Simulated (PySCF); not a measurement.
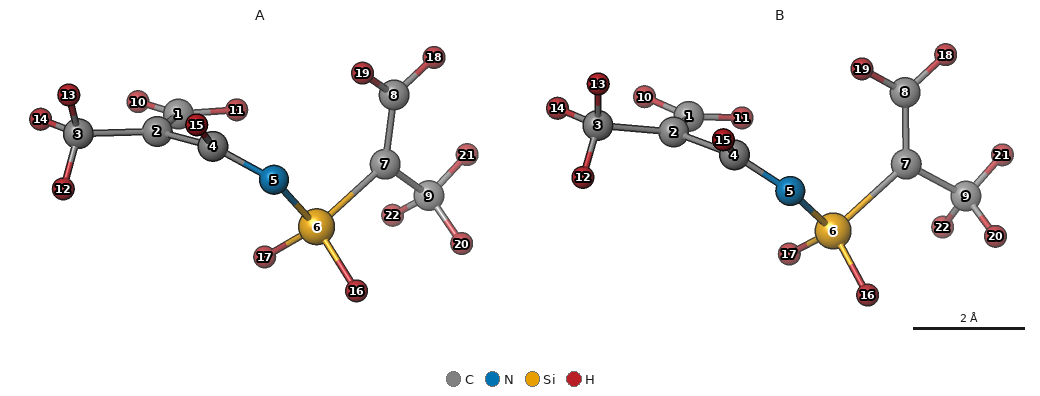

Two geometries of C$_{7}$H$_{13}$NSi, drawn at one scale. One is the start of a relaxation, the other its converged end. Style: ball-and-stick. Shown at a tilt.

Computed with PBE0-D3(BJ)/def2-SVP geometry optimisation, gas phase (PySCF 2.14.0, density-fitted response routines). 

Q: Which geometry has the lower energy?

A: Structure A is the relaxed one. The start comes from GFN2-xTB. Its atoms were then displaced at random by about 0.01 Å. The atom that moves furthest after the best rigid fit is H22 (0.62 Å). By element the largest moves are H 0.62 Å, C 0.40 Å, N 0.35 Å, Si 0.30 Å. Among the contacts that change: C1–H11 1.046 → 1.094 Å, N5–Si6 1.703 → 1.746 Å, C4–N5 1.229 → 1.266 Å, Si6–H16 1.459 → 1.495 Å. Bond angles that change, for instance: C4–N5–Si6 138.9° → 132.6°, N5–Si6–H16 101.7° → 107.2°, N5–Si6–H17 119.6° → 114.8°. The energy falls by 0.346 eV in 11 geometry steps.
